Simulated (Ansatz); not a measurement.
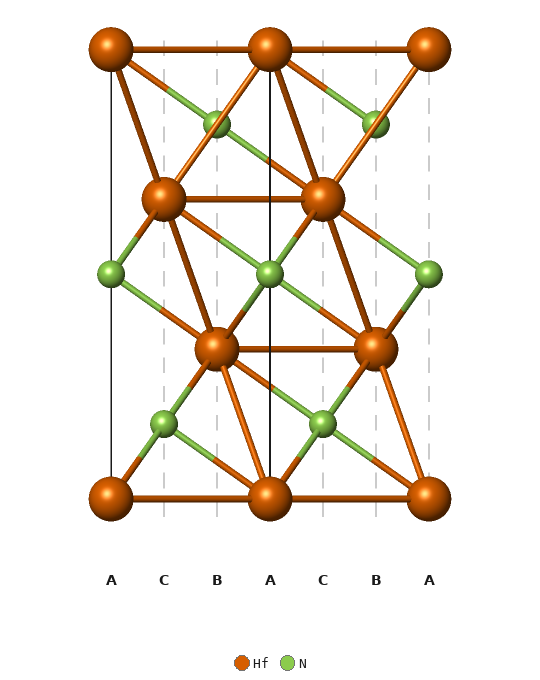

The picture looks along a close-packed row of the hexagonal mesh; [111] points upwards. The dashed lines mark the three columns A (0, 0), B (1/3, 2/3) and C (2/3, 1/3). The box is the hexagonal cell of the face-centred cubic lattice. The sequence starts with the first layer at or above the cell's origin.

HfN: coordinates from a relaxation with DFT LDA, scalar-relativistic, plane waves, PAW in Ansatz 0.2.0.

> Read off the stacking sequence over one period.

Hf(A) – N(C) – Hf(B) – N(A) – Hf(C) – N(B) (six layers in 7.74 Å).

> How are the N layers alone stacked?

N layers alone: CAB, the cubic close-packed type.

> Which positions between or in the N layers do the other atoms fill?

Hf: three octahedral sites, counted in one hexagonal cell.
